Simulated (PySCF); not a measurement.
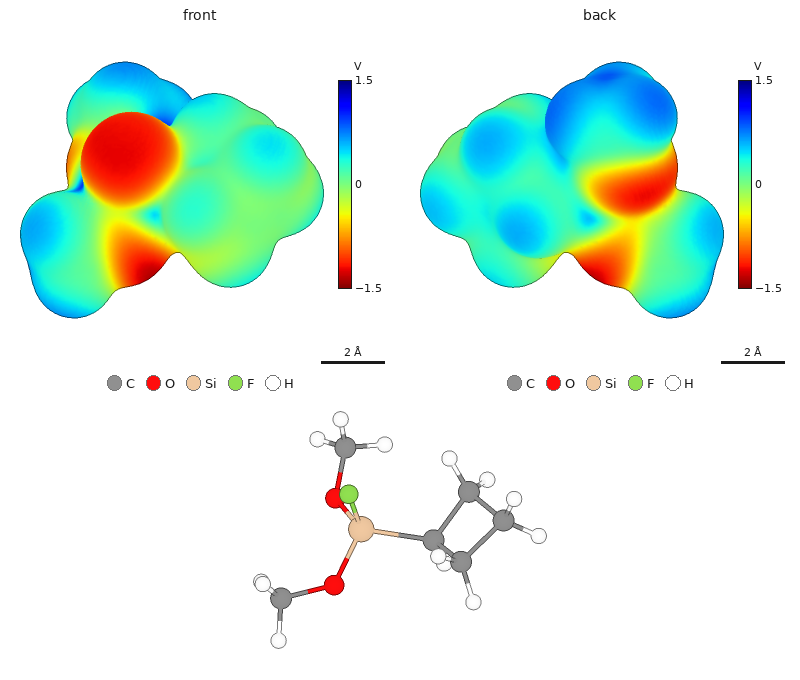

C₆H₁₃FO₂Si. The electrostatic potential painted on the density surface at 0.002 e/bohr³, seen from the front and from behind; the colour scale runs from red (negative) to blue (positive). The bare structure is drawn below in the same view.

Geometry: GFN2-xTB.

All numbers below come from PySCF 2.14.0, PBE0/pcSseg-1, SCF density, gas phase, non-relativistic.

```xyz
23

C    -2.6244   -2.2315   -0.3040
O    -1.3617   -1.6247   -0.4284
Si   -0.7909   -0.2897    0.2553
F    -0.6550   -0.4923    1.8638
O    -1.8687    0.9034    0.0540
C    -1.8281    2.2296    0.5170
C     0.9392   -0.0051   -0.4341
C     1.7858    1.1099    0.2184
C     2.9933    0.1646    0.2319
C     2.0559   -1.0097   -0.0768
H    -2.6672   -3.0468   -1.0259
H    -2.7568   -2.6250    0.7050
H    -3.4159   -1.5116   -0.5126
H    -2.7826    2.6931    0.2677
H    -1.0184    2.7794    0.0334
H    -1.6798    2.2579    1.5976
H     0.9064    0.1403   -1.5146
H     1.8953    2.0275   -0.3580
H     1.4485    1.3633    1.2219
H     3.5457    0.1064    1.1676
H     3.6916    0.3673   -0.5784
H     2.3627   -1.6808   -0.8755
H     1.8202   -1.5985    0.8059
```

Which sites attract a positive test charge, and which a negative one?

Answer. A positive charge is drawn to the negative regions and a negative charge to the positive ones. The most negative region (about −1.3 V) lies over O2, the most positive (about +0.9 V) over Si3 and C6. O2 is the likeliest acceptor of a hydrogen bond.

What dipole moment does the calculation give?

Answer. Its dipole moment is 1.32 D.
